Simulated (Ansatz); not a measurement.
## Electronic structure of Cl2GaH6NSi2 in real space

```xyz
12

Cl    0.6891    0.3877   -2.2092
Cl    4.8033    2.1989    0.9846
Ga    3.0303    1.3753    1.8958
N     1.8336    0.8588    0.6005
Si    0.2943    0.1548    1.0949
Si    2.2813    1.0938   -1.0717
H    -0.8698    0.9744    0.6506
H     0.1318   -1.2461    0.6099
H     0.3216    0.1397    2.5915
H     2.4613    2.5283   -1.4151
H     3.4783    0.3012   -1.4555
H     2.8725    1.2722    3.4282
```

Geometry: PBE0-D4/def2-SVP.

Method: Ansatz, isolated molecule in a Gaussian basis; Kohn-Sham density functional theory, functional PBE0.

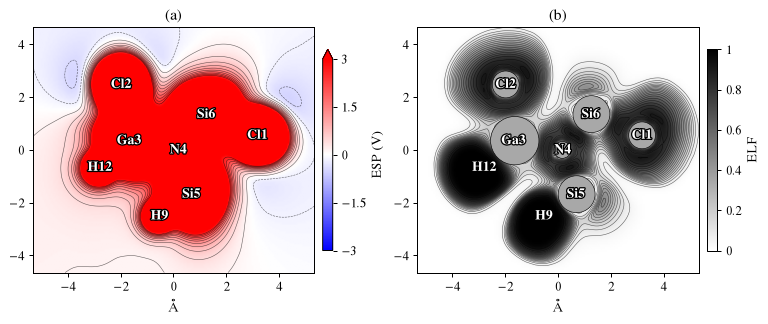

Figure 1. (a) molecular electrostatic potential; (b) electron localisation function on the plane of atoms Cl2, Ga3 and H12. Grey discs cover the atomic cores in the ELF map.

Interpret the plot.

The section cuts through Cl, Ga, N, Si and H sites. Si–N (1.75 Å): the ELF peaks at about 0.90 between the atoms, as expected for a shared but strongly polarised pair. Ga–N (1.84 Å): the ELF peaks at about 0.85 in the valence shell of N, 0.6 Å from its nucleus, and is about 0.35 at the midpoint. Si–Cl (2.08 Å): the ELF peaks at about 0.90 between the atoms (a polar covalent bond). Ga–Cl (2.16 Å): the ELF peaks at about 0.85 in the valence shell of Cl, 0.8 Å from its nucleus, and is about 0.55 at the midpoint. Si–H (1.50 Å): the ELF climbs to about 1 towards the hydrogen, as it does in any bond to H. The ELF also peaks beside Cl1 and Cl2, away from the bonds: lone-pair regions. Outside the dense part of the molecule the potential is most negative (−0.5 V) near Cl1.

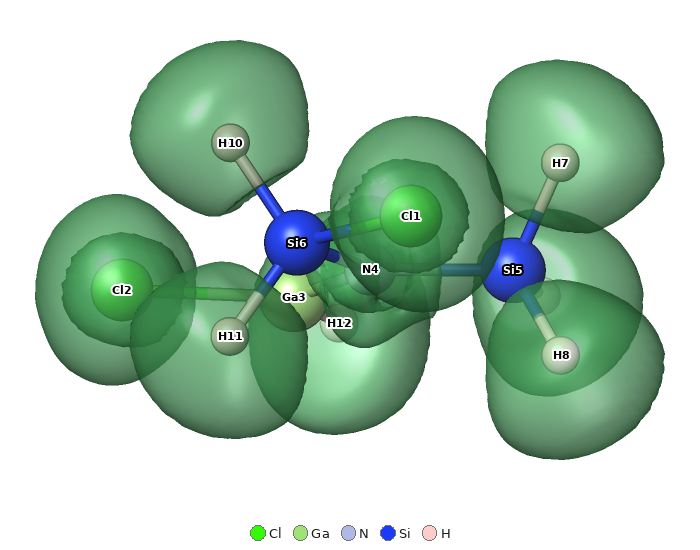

Figure 2. Isosurface of the ELF at 0.8 (green), seen from one side. Core shells and regions of very low density are left out.

Where are the electrons localised?

The ELF exceeds this value in six regions around hydrogen nuclei, one region on Cl in which the atom's valence shell and bonds are merged, one region on N in which the atom's valence shell and bonds are merged and one region wrapped around Cl (its valence shell).

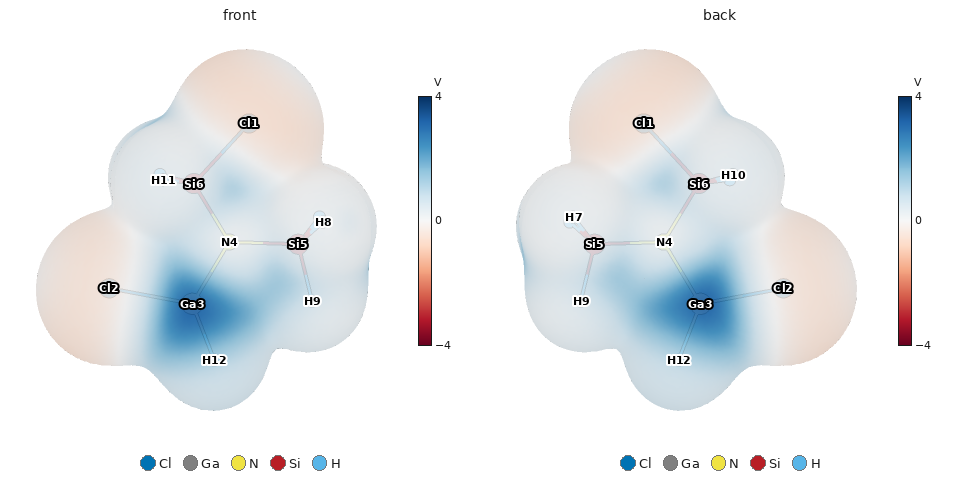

Figure 3. The electrostatic potential painted on the density surface at 0.002 e/bohr³, seen from the front and from behind; the colour scale runs from red (negative) to blue (positive).

Where is the surface potential most negative and most positive?

The most negative region (about −0.5 V, or −12 kcal/mol for a unit charge) lies over Cl1 and Cl2, the most positive (about +3.0 V, or +69 kcal/mol for a unit charge) over Ga3.

How polar is the molecule by this calculation?

Its dipole moment is 2.04 D.
